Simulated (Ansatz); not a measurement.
# C₂H₇NOSi: a ladder of functionals and wavefunction methods

How much do the methods differ for C₂H₇NOSi? The plan is to run it at one geometry with functionals of several rungs and with coupled cluster. The yardstick is the atomisation energy at the CCSD(T) limit.

Computed with Ansatz 0.2.0, Gaussian basis. Level: functionals in def2-TZVPP, the program's frozen cores in correlated methods.

The runs, in order: LDA (SPW92), PBE-D4, revPBE-D4, BLYP-D4, r2SCAN-D4, B97M-V, PBE0-D4, B3LYP-D4, r2SCANh-D4, r2SCAN0-D4, HSE06-D4, BHLYP-D4, CAM-B3LYP-D4, LC-ωPBE, ωB97X-V, ωB97M-V, B2PLYP, PBE-QIDH; CCSD(T)/def2-SVP; CCSD(T)/def2-TZVPP; MP2/def2-QZVPP; extrapolation to the limit; RPA on PBE.

### 1 The geometry

An earlier PBE0-D4 in a triple-zeta def2 set relaxation fixed the geometry.

SMILES `CN(C)[Si]O`, 12 atoms, charge 0, spin multiplicity 1.

Atoms are counted from 1 here; the program's logs count them from 0.

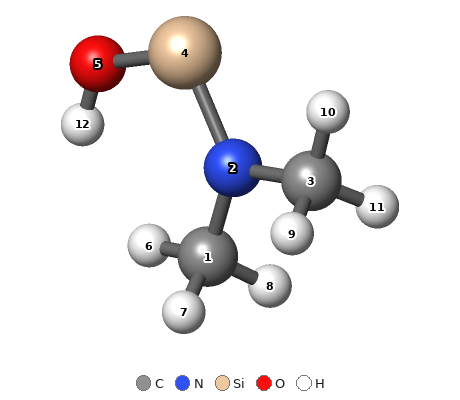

The structure; carbon grey, nitrogen blue, silicon light orange, oxygen red, hydrogen white; atoms are numbered from 1 in the order of the file.

### 2 LDA

This LDA is Slater exchange with PW92 correlation.

Input file in.yaml:

```yaml
crystal:
  periodic: [false, false, false]
  atoms:
    - {symbol: C, position_ang: [-0.987678, -0.292282, 0.440809]}
    - {symbol: N, position_ang: [0.294058, 0.058420, -0.113598]}
    - {symbol: C, position_ang: [1.350701, -0.823089, 0.333104]}
    - {symbol: Si, position_ang: [0.732387, 1.332821, -1.192962]}
    - {symbol: O, position_ang: [-0.683156, 2.138660, -1.486761]}
    - {symbol: H, position_ang: [-1.778002, 0.371350, 0.084394]}
    - {symbol: H, position_ang: [-0.977772, -0.233496, 1.536484]}
    - {symbol: H, position_ang: [-1.271979, -1.315954, 0.166495]}
    - {symbol: H, position_ang: [1.461288, -0.793845, 1.424260]}
    - {symbol: H, position_ang: [2.301951, -0.519517, -0.112791]}
    - {symbol: H, position_ang: [1.153954, -1.862419, 0.041934]}
    - {symbol: H, position_ang: [-1.518654, 1.884251, -1.087269]}
basis:
  gaussian: {orbitals: def2-TZVPP}
hamiltonian: {xc: lda}
output: {orbitals: {seedname: orbitals}}
```

The run is started by

```bash
$ ansatz run in.yaml --threads 4 --pin off --events-out ev --progress --plain --max-ram 10444MiB
```

Further steps of the session: PBE-D4 (GGA); revPBE-D4 (GGA); BLYP-D4 (GGA); r2SCAN-D4 (meta-GGA); B97M-V (meta-GGA); B3LYP-D4 (hybrid); r2SCANh-D4 (hybrid); r2SCAN0-D4 (hybrid); HSE06-D4 (hybrid); BHLYP-D4 (hybrid); CAM-B3LYP-D4 (range-separated); LC-ωPBE (range-separated); ωB97X-V (range-separated); ωB97M-V (range-separated); B2PLYP (double hybrid); PBE-QIDH (double hybrid); CCSD(T) in def2-SVP; CCSD(T) in def2-TZVPP; MP2 in def2-QZVPP; RPA on PBE orbitals.

Q: Predict the results of all the runs planned. Wanted: atomisation energy, CCSD(T)/CBS; farthest beyond LDA; mean size of error, GGA; mean size of error, meta-GGA; mean size of error, hybrid; mean size of error, range-separated; mean size of error, double hybrid; gap, smallest and largest; T1 diagnostic.

The runs gave:

```
                               quantity                                                                                 value
        atomisation energy, CCSD(T)/CBS                                                                         4568.4 kJ/mol
 functionals within 22.8 kJ/mol (0.5 %)  revPBE-D4, BLYP-D4, r2SCAN-D4, B97M-V, PBE0-D4, B3LYP-D4, HSE06-D4, ωB97X-V, ωB97M-V
                    farthest beyond LDA                                                              BHLYP-D4 (-140.6 kJ/mol)
                mean size of error, GGA                                                                           42.2 kJ/mol
           mean size of error, meta-GGA                                                                            6.9 kJ/mol
             mean size of error, hybrid                                                                           47.5 kJ/mol
    mean size of error, range-separated                                                                           21.9 kJ/mol
      mean size of error, double hybrid                                                                           48.8 kJ/mol
              gap, smallest and largest                                             4.05 eV (LDA (SPW92)), 10.73 eV (LC-ωPBE)
                          T1 diagnostic                                                                                0.0132
triples share of the correlation energy                                                                                 3.9 %
```

What this shows: The LDA atomisation energy is off by 676.3 kJ/mol (15 %): it overbinds. PBE-D4 misses by +92.3 kJ/mol. Double hybrids carry the basis error of their MP2 part in triple zeta, and no dispersion term here, so their miss is partly the set-up's. The rungs meta-GGA, range-separated miss on average by less than the doubt on the reference (22.8 kJ/mol), so they tie. Misses under about 22.8 kJ/mol are within the doubt on the reference itself, which lacks core-valence correlation, relativity and higher excitations. Hartree-Fock recovers 71 % of the binding; the rest is correlation. CCSD(T) in def2-SVP is off by -282.6 kJ/mol, worse than the median functional, from the basis alone. Orbital gaps span 4.1 to 10.7 eV; exact exchange widens them.
